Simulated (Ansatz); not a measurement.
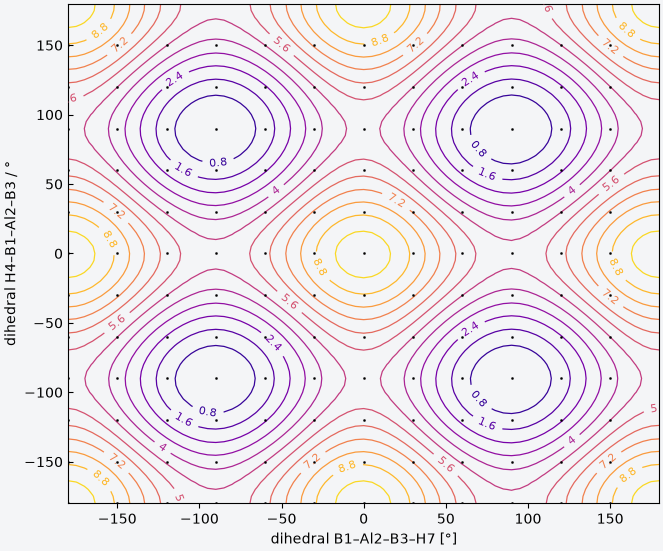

Energy landscape of AlB2H5, SMILES [BH2][AlH][BH2]. First axis: dihedral B1–Al2–B3–H7. Second axis: dihedral H4–B1–Al2–B3. Nothing is relaxed (all other coordinates rigid). Grid: 12 × 12 points. Points are written as (first, second). Energies are in kcal/mol, from the lowest grid point. The calculation used Ansatz, RKS B3LYP-D4/def2-TZVP.

Drawn: contour lines labelled in kcal/mol, dots at the grid points. Between grid points the surface is interpolated. 

Question: What does the map say about the system?

Answer: The lowest grid point is at (90°, 90°); the map holds 4 wells of about this depth. The highest grid point, (0°, −180°), lies 10.1 kcal/mol above the lowest. On the interpolated surface the easiest way out of the lowest well to a well of about the same depth near (90°, −90°) passes a barrier of about 5 kcal/mol. Round the minimum the contours are nearly round: the two directions are equally stiff and uncoupled.

The values on the grid:

| dihedral H4–B1–Al2–B3 ↓, dihedral B1–Al2–B3–H7 → | −180 | −150 | −120 | −90 | −60 | −30 | 0 | 30 | 60 | 90 | 120 | 150 |
| --- | --- | --- | --- | --- | --- | --- | --- | --- | --- | --- | --- | --- |
| 150 | 8.7 | 7.3 | 4.8 | 3.7 | 4.8 | 7.3 | 8.7 | 7.3 | 4.8 | 3.7 | 4.8 | 7.3 |
| 120 | 6.2 | 4.8 | 2.3 | 1.2 | 2.3 | 4.8 | 6.2 | 4.8 | 2.3 | 1.2 | 2.3 | 4.8 |
| 90 | 5.0 | 3.6 | 1.1 | 0.0 | 1.2 | 3.6 | 5.0 | 3.6 | 1.1 | 0.0 | 1.2 | 3.6 |
| 60 | 6.1 | 4.7 | 2.2 | 1.1 | 2.3 | 4.8 | 6.1 | 4.6 | 2.2 | 1.1 | 2.3 | 4.8 |
| 30 | 8.6 | 7.2 | 4.7 | 3.6 | 4.8 | 7.3 | 8.6 | 7.1 | 4.6 | 3.6 | 4.8 | 7.3 |
| 0 | 10.1 | 8.7 | 6.1 | 5.0 | 6.2 | 8.7 | 10.1 | 8.6 | 6.1 | 5.0 | 6.2 | 8.7 |
| −30 | 8.7 | 7.3 | 4.8 | 3.7 | 4.8 | 7.3 | 8.7 | 7.3 | 4.8 | 3.7 | 4.8 | 7.3 |
| −60 | 6.2 | 4.8 | 2.3 | 1.2 | 2.3 | 4.8 | 6.2 | 4.8 | 2.3 | 1.2 | 2.3 | 4.8 |
| −90 | 5.0 | 3.6 | 1.1 | 0.0 | 1.2 | 3.7 | 5.0 | 3.6 | 1.1 | 0.0 | 1.2 | 3.7 |
| −120 | 6.1 | 4.7 | 2.2 | 1.1 | 2.3 | 4.8 | 6.1 | 4.7 | 2.2 | 1.1 | 2.3 | 4.8 |
| −150 | 8.6 | 7.2 | 4.7 | 3.6 | 4.8 | 7.3 | 8.6 | 7.2 | 4.7 | 3.6 | 4.8 | 7.3 |
| −180 | 10.1 | 8.7 | 6.1 | 5.0 | 6.2 | 8.7 | 10.1 | 8.7 | 6.1 | 5.0 | 6.2 | 8.7 |

Each point was launched as `ansatz run input.yaml --threads 1 --pin off --max-ram 2560MiB --backend cpu --events-out ev --progress --plain --runs-dir out`. The whole map (144 points run) took 7.1 min on 1 thread of Arm Neoverse V2 (shared host).
